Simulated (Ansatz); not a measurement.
BF2H3OSSi

```xyz
9

O     2.2255   -0.5683   -0.0057
B     1.0508   -0.7419    0.6706
F     1.0627   -1.3435    1.8995
Si   -0.6161   -0.0707   -0.2653
F     0.1972    0.5291   -1.6951
S    -1.5746    1.5628    0.9061
H     2.1428   -0.1230   -0.8855
H    -1.6794   -1.0180   -0.7781
H    -2.7205    1.7271    0.1363
```

Theory: UKS PBE-D4/6-31G in Ansatz 0.2.0.

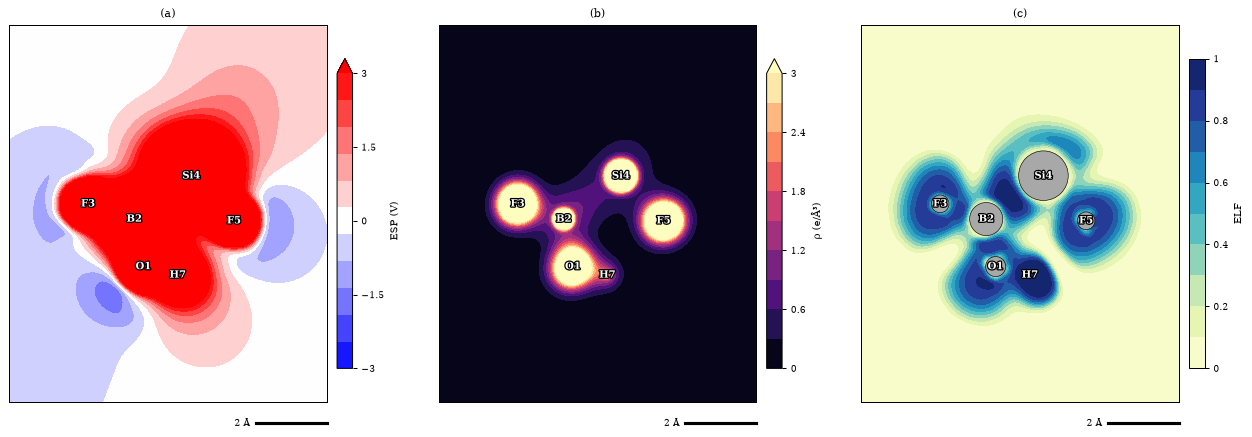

Figure 1. (a) electrostatic potential; (b) total electron density; (c) ELF on the plane of atoms B2, Si4 and F5. Grey discs cover the atomic cores in the ELF map.

### Describe what can be read from this map.

- The section cuts through O, B, F, Si and H sites.
- B–O (1.37 Å): the density is about 1.9 e/Å³ at the midpoint; the ELF peaks at about 0.90 between the atoms (a shared but strongly polarised pair).
- B–F (1.37 Å): the density is about 1.8 e/Å³ at the midpoint; the ELF peaks at about 0.85 between the atoms: a polar covalent bond.
- Si–F (1.75 Å): ρ at the midpoint is about 0.7 e/Å³; the ELF peaks at about 0.80 in the valence shell of F, 0.5 Å from its nucleus, and is about 0.45 at the midpoint.
- Si–B (2.03 Å): ρ at the midpoint is about 0.71 e/Å³; the ELF peaks at about 0.95 between the atoms, as expected for localised, covalent bonding.
- O–H (0.99 Å): ρ is about 3.3 e/Å³ halfway; the ELF climbs to about 1 towards the hydrogen, as it does in any bond to H (a covalent bond by its length).
- The ELF also peaks beside O1, F5 and F3, away from the bonds: lone-pair regions.
- Outside the dense part of the molecule the potential is most negative (−1.8 V) near O1.

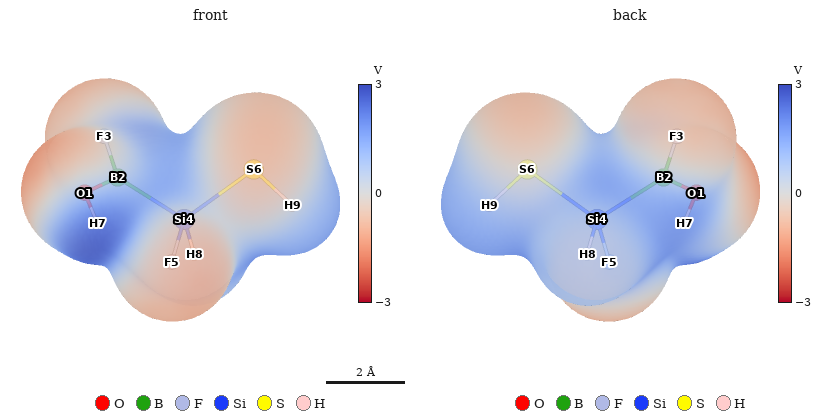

Figure 2. The electrostatic potential painted on the density surface at 0.002 e/bohr³, seen from the front and from behind; red is negative and blue positive.

### Which sites attract a positive test charge, and which a negative one?

A positive charge is drawn to the negative regions and a negative charge to the positive ones. The most negative region (about −1.3 V) lies over O1, the most positive (about +2.7 V) over H7. O1 is the likeliest acceptor of a hydrogen bond.

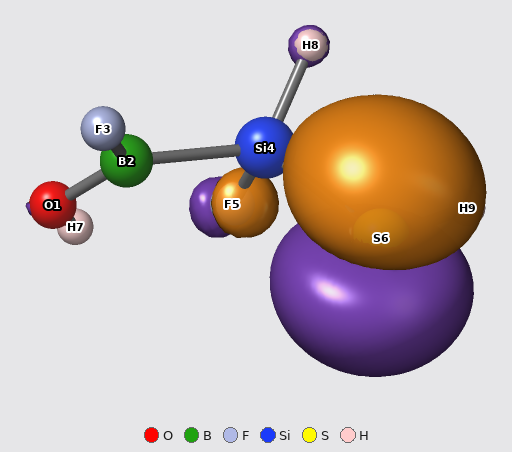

Figure 3. The HOMO at ±0.1 Å⁻³ᐟ² (orange and purple are the two phases), seen from one side.

### Describe this orbital and give its energy.

It lies mainly on S6 (about 85 %); largely a lone pair of S6. Its energy is −6.80 eV.
